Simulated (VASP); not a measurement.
Band structure of KMgF$_{3}$ (space group Pm-3m). Level of theory: PBE GGA, VASP's PBE PAW potentials (set 64) (plane waves; VASP 6.6.1).

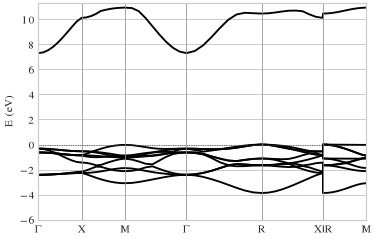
Fig. 1. Bands along high-symmetry lines, zero at the valence-band maximum or, without a gap, the Fermi level

Question: Read the plot: is there a gap, and where are the band edges?

Answer: The gap is indirect, 7.30 eV, from the valence maximum at R to the conduction minimum at Γ.

The structure is a typed KMgF3 crystal (Pm-3m). The cell was not relaxed at this level.
